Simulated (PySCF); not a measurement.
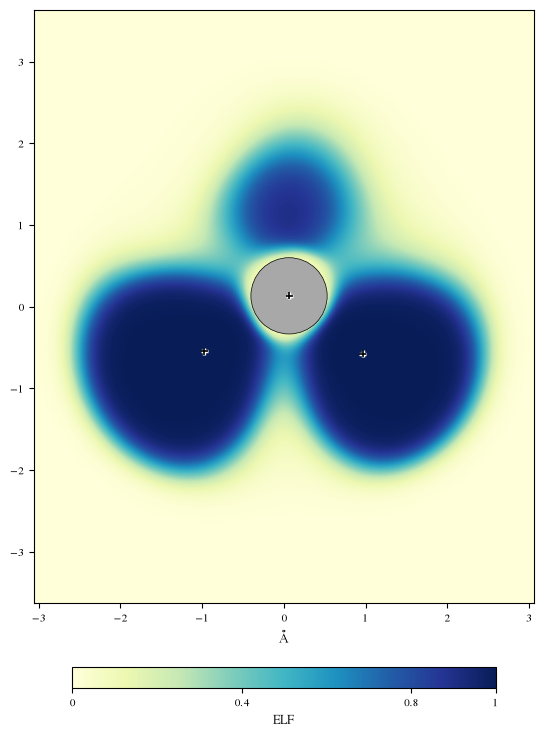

The electron localisation function on a plane through atoms (crosses mark nuclei in the plane; grey discs cover the cores).

Theory: PBE0/pcSseg-1, SCF density, gas phase, non-relativistic in PySCF 2.14.0.

Candidates:
A. BH₆N
B. C₃H₂ClN (SMILES C=C(Cl)C#N)
C. C₅H₁₁N₃Si (SMILES C[Si](C)(C)n1cncn1)

Which system is this?

Candidate A: BH₆N on the plane of atoms H4, B1 and H5, which holds B and H. B–H (1.15 Å): the ELF climbs to about 1 towards the hydrogen, as it does in any bond to H; a covalent bond by its length.
